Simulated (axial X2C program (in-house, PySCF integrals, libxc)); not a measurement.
# GaS⁺: bond curves with and without spin–orbit coupling, part 1 of 2

What are the state, bond length, wavenumber and bond energy of GaS⁺, and what does spin–orbit coupling change?

Method: all-electron X2C, Ga dyall-cv3z, S dyall-av3z; program: an in-house X2C program for linear molecules on PySCF integrals.

All values are calculated.

## Step 1: Input

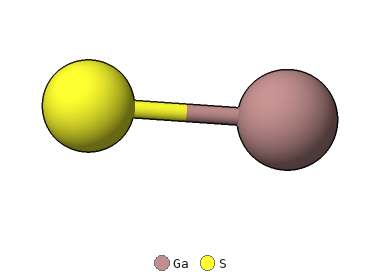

The two atoms at 2.110 Å (gallium pink, sulfur yellow).

File task.json:

```json
{"zs": [31, 16], "q": 1, "bas": ["dyall-cv3z", "dyall-av3z"], "levels": ["PBE0", "HF", "r2SCAN0"], "cc": true, "r0": 2.11, "thr": -1.0, "nmax": 90, "npts": 10, "nst": 2, "ntry": 6}
```

Keys: zs atomic numbers; q charge; bas basis sets; levels methods (HF also brings MP2); cc coupled cluster on or off; r0 starting distance in Å; thr threshold in hartree for freezing inner shells (an s shell follows its p shell); nmax most natural virtual spinors; npts points asked for on the curve; nst determinants followed; ntry starts of the search.

Started as:

```console
> python so2c.py task.json out
```

Spin-free means the one-electron spin-free X2C Hamiltonian; two-component (2c) means X2C with spin–orbit coupling and atomic mean-field two-electron Coulomb and Gaunt terms. Basis: Ga dyall-cv3z contracted to [9s9p7d4f1g], S dyall-av3z contracted to [9s8p3d2f]; Gaussian nuclei, density fitting. Masses: Ga 68.926 u, S 31.972 u.

Notation: σ, π±, δ± give the projection m of an orbital's angular momentum (0, ±1, ±2), α and β its spin, Λ and M_S the sums; ω is the projection of a spinor's total angular momentum and Ω the sum. Logs are in hartree.

The results follow Hamiltonian by Hamiltonian and level by level.

## Step 2: Which state to follow

PBE0 moves the distance from 2.110 Å to 2.316 Å and compares determinants there.

Spin-free determinants:

```tsv
ΔE (eV)	state	open shells
0.00	M_S = 1, Λ = 1	beyond closed shells: σα, π+α, π+β, π-α
0.21	M_S = 0, Λ = 1	beyond closed shells: σβ, π+α, π+β, π-α
0.41	M_S = 1, Λ = 0	beyond closed shells: π+α, π-α
1.17	M_S = 0, Λ = 0	closed shell
1.67	M_S = 0, Λ = 0	beyond closed shells: π+β, π-α
1.67	M_S = 0, Λ = 2	beyond closed shells: π+α, π+β
3.94	M_S = 2, Λ = 1	beyond closed shells: σα, 2 × π+α, π-α
```

Two-component determinants:

```
ΔE (eV)  state                                     open shells
   0.00  Ω = 2          excess of +ω over −ω: ω = 1/2, ω = 3/2
   0.21  Ω = 1         excess of +ω over −ω: ω = -1/2, ω = 3/2
   0.26  Ω = 1               excess of +ω over −ω: 2 × ω = 1/2
   0.81  Ω = 0                                    closed shell
   1.65  Ω = 0                                    closed shell
   4.02  Ω = 3               excess of +ω over −ω: 2 × ω = 3/2
   5.52  Ω = 4  excess of +ω over −ω: 2 × ω = 1/2, 2 × ω = 3/2
```

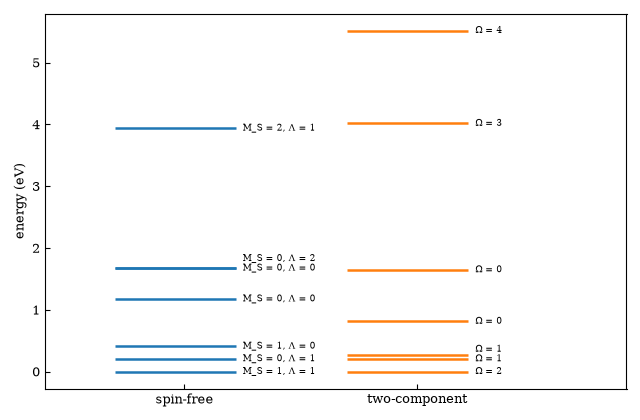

The determinants found, each set from its own lowest.

## Step 3: PBE0, spin-free

State followed: M_S = 1, Λ = 1 (beyond closed shells: σα, π+α, π+β, π-α). The scan is laid around 2.316 Å, a first estimate of the minimum, and this SCF restarts from the orbitals of the search.

Output at 2.316 Å:

```text
spin-free X2C-1e  PBE0
basis functions 170  fitting functions 942  grid points 5080
iter        total energy     max residual
   1      -2342.507807026     6.73e-06
   2      -2342.507807028     4.84e-06
converged
one-electron -3473.54499688  Coulomb 1118.96262762  exact exchange -24.83337705  xc functional -76.42189517  nuclear repulsion 113.32983446
```

Along the bond, energies from the lowest point:

| R (Å) | E (eV) | μ (D) | HOMO (eV) | LUMO (eV) | iterations |
| --- | --- | --- | --- | --- | --- |
| 2.015 | 0.3755 | -0.95 | -14.29 | -11.84 | 11 |
| 2.108 | 0.1304 | -1.10 | -14.07 | -11.56 | 11 |
| 2.177 | 0.0403 | -1.20 | -13.88 | -11.37 | 11 |
| 2.247 | 0.0028 | -1.27 | -13.71 | -11.20 | 11 |
| 2.316 | 0.0000 | -1.34 | -13.55 | -11.03 | 2 |
| 2.397 | 0.0228 | -1.42 | -13.38 | -11.00 | 12 |
| 2.478 | 0.0599 | -1.49 | -13.23 | -10.94 | 11 |
| 2.582 | 0.1148 | -1.61 | -13.03 | -10.84 | 12 |
| 2.710 | 0.1800 | -1.81 | -12.81 | -10.66 | 12 |
| 2.895 | 0.2611 | -2.18 | -12.48 | -10.36 | 11 |

Dipoles are positive if S is the positive end and refer to the centre of mass.

Outer orbitals at the reference distance:

```json
{"symmetry": "σα", "occupied": "yes", "ε (eV)": "-30.49", "atomic character": "98% Ga d"}
{"symmetry": "δ-α", "occupied": "yes", "ε (eV)": "-30.43", "atomic character": "100% Ga d"}
{"symmetry": "δ+α", "occupied": "yes", "ε (eV)": "-30.43", "atomic character": "100% Ga d"}
{"symmetry": "δ+β", "occupied": "yes", "ε (eV)": "-30.38", "atomic character": "100% Ga d"}
{"symmetry": "δ-β", "occupied": "yes", "ε (eV)": "-30.37", "atomic character": "100% Ga d"}
{"symmetry": "π-α", "occupied": "yes", "ε (eV)": "-30.37", "atomic character": "100% Ga d"}
{"symmetry": "π+α", "occupied": "yes", "ε (eV)": "-30.37", "atomic character": "100% Ga d"}
{"symmetry": "σβ", "occupied": "yes", "ε (eV)": "-30.35", "atomic character": "99% Ga d"}
{"symmetry": "π+β", "occupied": "yes", "ε (eV)": "-30.31", "atomic character": "100% Ga d"}
{"symmetry": "π-β", "occupied": "yes", "ε (eV)": "-30.29", "atomic character": "100% Ga d"}
{"symmetry": "σα", "occupied": "yes", "ε (eV)": "-26.69", "atomic character": "79% S s, 7% Ga d, 7% Ga p"}
{"symmetry": "σβ", "occupied": "yes", "ε (eV)": "-24.60", "atomic character": "78% S s, 8% Ga p, 6% Ga d"}
{"symmetry": "σα", "occupied": "yes", "ε (eV)": "-18.26", "atomic character": "45% S p, 44% Ga s, 6% S s"}
{"symmetry": "σβ", "occupied": "yes", "ε (eV)": "-16.97", "atomic character": "50% Ga s, 35% S p, 8% S s"}
{"symmetry": "π-α", "occupied": "yes", "ε (eV)": "-14.91", "atomic character": "90% S p, 5% Ga p, 4% Ga d"}
{"symmetry": "π+α", "occupied": "yes", "ε (eV)": "-14.91", "atomic character": "90% S p, 5% Ga p, 4% Ga d"}
{"symmetry": "σα", "occupied": "yes", "ε (eV)": "-14.45", "atomic character": "39% S p, 28% Ga s, 26% Ga p"}
{"symmetry": "π+β", "occupied": "yes", "ε (eV)": "-13.55", "atomic character": "88% S p, 7% Ga p, 4% Ga d"}
{"symmetry": "π-β", "occupied": "no", "ε (eV)": "-11.03", "atomic character": "84% S p, 11% Ga p, 4% Ga d"}
{"symmetry": "σβ", "occupied": "no", "ε (eV)": "-11.02", "atomic character": "44% S p, 28% Ga p, 21% Ga s"}
{"symmetry": "π+α", "occupied": "no", "ε (eV)": "-7.85", "atomic character": "79% Ga p, 11% S d, 6% S p"}
{"symmetry": "π-α", "occupied": "no", "ε (eV)": "-7.85", "atomic character": "79% Ga p, 11% S d, 6% S p"}
```

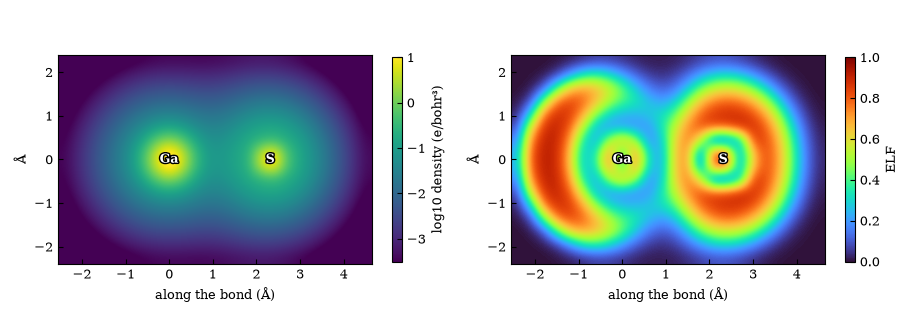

PBE0 fields in a plane through the axis, from a grid of 0.3 Å; Ga lies at z = 0 and S at z = 2.316 Å; the ELF is damped to zero where the density is low.

Re = 2.287 Å, ωe = 258.0 cm⁻¹, ωexe = 4.91 cm⁻¹, Be = 0.1475 cm⁻¹, De = 0.448 eV, μ = -1.32 D.

## Step 4: HF, spin-free

The SCF at the reference distance of 2.316 Å:

```text
spin-free X2C-1e  HF
basis functions 170  fitting functions 942  grid points 5080
iter        total energy     max residual
   1      -2340.586043005     1.36e-01
   2      -2340.613037638     9.63e-03
   3      -2340.614346337     8.11e-03
   4      -2340.614954716     1.80e-03
   5      -2340.615105470     8.84e-04
   6      -2340.615149711     2.50e-04
   7      -2340.615154154     1.38e-04
   8      -2340.615155188     8.94e-05
   9      -2340.615155869     4.86e-05
  10      -2340.615156130     1.03e-05
  11      -2340.615156141     3.93e-06
  12      -2340.615156143     1.90e-06
converged
one-electron -3474.00781295  Coulomb 1119.55316790  exact exchange -99.49034556  xc functional 0.00000000  nuclear repulsion 113.32983446
```

No constants are quoted: the lowest point is the long end of the scan.

## Step 5: r2SCAN0, spin-free

Output at 2.316 Å:

```text
spin-free X2C-1e  r2SCAN0
basis functions 170  fitting functions 942  grid points 5080
iter        total energy     max residual
   1      -2342.793899360     3.31e-02
   2      -2342.795941281     4.10e-03
   3      -2342.795837915     5.79e-03
   4      -2342.796119884     2.94e-04
   5      -2342.796125968     1.45e-04
   6      -2342.796127551     1.25e-04
   7      -2342.796127904     4.92e-05
   8      -2342.796127969     9.13e-06
   9      -2342.796127974     5.27e-06
  10      -2342.796127975     1.44e-06
converged
one-electron -3473.78133163  Coulomb 1119.23656742  exact exchange -24.84508528  xc functional -76.73611294  nuclear repulsion 113.32983446
```

Re = 2.251 Å, ωe = 283.9 cm⁻¹, ωexe = 5.27 cm⁻¹, Be = 0.1524 cm⁻¹, De = 0.389 eV, μ = -1.36 D.

## Step 6: Correlated methods, spin-free

Correlated methods: 8 electrons correlated (frozen shells, counted by type: Ga 3 s, 2 p, 1 d; S 2 s, 1 p), 260 virtual spinors in MP2, 90 natural virtuals in coupled cluster.

Output of the correlated part at 2.316 Å:

```text
correlated 8  virtual 260  natural virtual 90  E(MP2) -0.169656298  MP2 remainder -0.003260683
iter   CCSD correlation   residual
   1     -0.186600959   1.15e-01
   2     -0.194554617   4.91e-02
   3     -0.195559520   1.76e-02
   4     -0.195784751   8.09e-03
   5     -0.195832597   3.00e-03
   6     -0.195840494   1.32e-03
   7     -0.195851653   6.07e-04
   8     -0.195848676   2.19e-04
   9     -0.195847892   7.84e-05
  10     -0.195848261   3.31e-05
  11     -0.195848519   1.57e-05
  12     -0.195848646   6.38e-06
  13     -0.195848655   2.78e-06
(T) -0.008838431  T1 0.0296  D1 0.0477  max T2 0.093
```

T1 in the output is the amplitude norm over the root of the electron number; divide by √2 for the Lee–Taylor value.

MP2: Re = 2.254 Å, ωe = 284.4 cm⁻¹, Be = 0.1519 cm⁻¹, De = 0.317 eV.

CCSD: Re = 2.370 Å, ωe = 176.2 cm⁻¹, Be = 0.1374 cm⁻¹, De = 0.211 eV. T1 at Re = 0.021 (Lee–Taylor, the printed value over √2).

CCSD(T): Re = 2.331 Å, ωe = 220.5 cm⁻¹, ωexe = 8.32 cm⁻¹, Be = 0.142 cm⁻¹, De = 0.314 eV. T1 at Re = 0.021 (Lee–Taylor, the printed value over √2).

## Step 7: A higher determinant, spin-free

State: M_S = 0, Λ = 1 (beyond closed shells: σβ, π+α, π+β, π-α).

Output at the reference distance:

```text
spin-free X2C-1e  PBE0
basis functions 170  fitting functions 942  grid points 5080
iter        total energy     max residual
   1      -2342.500211942     2.20e-05
   2      -2342.500211951     1.51e-05
   3      -2342.500211956     6.45e-06
   4      -2342.500211957     3.77e-06
converged
one-electron -3473.46812371  Coulomb 1118.88563607  exact exchange -24.83092319  xc functional -76.41663558  nuclear repulsion 113.32983446
```

| R (Å) | E above the lowest PBE0 point (eV) |
| --- | --- |
| 2.015 | 0.512 |
| 2.108 | 0.283 |
| 2.177 | 0.209 |
| 2.247 | 0.190 |
| 2.316 | 0.207 |
| 2.397 | 0.253 |
| 2.478 | 0.314 |
| 2.582 | 0.396 |
| 2.710 | 0.488 |

Re = 2.244 Å, ωe = 307 cm⁻¹, ωexe = 4.31 cm⁻¹, Be = 0.1533 cm⁻¹, μ = -1.39 D. ⟨S²⟩ = 1.02 against 0.00 for a pure state, so this determinant mixes spins. Te = 0.19 eV.

(Continued in part 2 of 2.)
